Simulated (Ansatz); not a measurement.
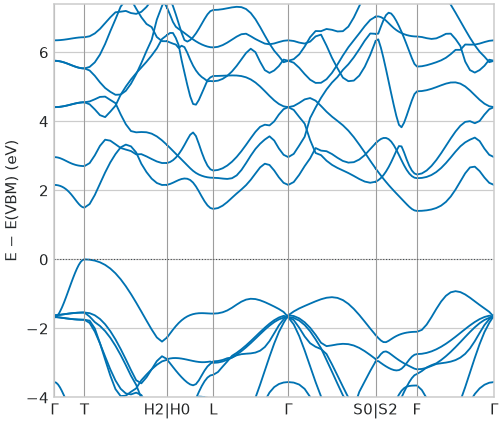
Fig. 1. Band structure from LDA (plane waves, PAW; program Ansatz)

Read off the gap and where the band edges lie.

About 1.4 eV (1.40 eV by a search for the band edges); maximum at T, minimum at F.

Which compound is it?
(A) GaSe, R3m (Ga on 3a, Ga on 3a, Se on 3a, Se on 3a)
(B) GaS, R-3m (Ga on 6c, S on 6c)
(C) ZnHgS2, R3m (Zn on 3a, Hg on 3a, S on 3a, S on 3a)
(D) AgRhO2, R-3m (Ag on 3a, Rh on 3b, O on 6c)

B, GaS, R-3m (Ga on 6c, S on 6c)

The first step of the workflow began from a Materials Project structure, measured or hypothetical; the Crystallography Open Database copy checked does not list it. COD files the formula under space group No. 194. Whether it is the stable phase at ambient conditions was not checked. The cell was relaxed with LDA under the symmetry of its start; whether a distortion lowers the energy is not shown. A crystal of weakly bound layers computed without a dispersion correction: the cell and the soft elastic constants depend strongly on that. Scalar-relativistic: spin–orbit coupling is off unless named, which matters more the heavier the elements.

Potentials: the later of the program's two PAW sets.
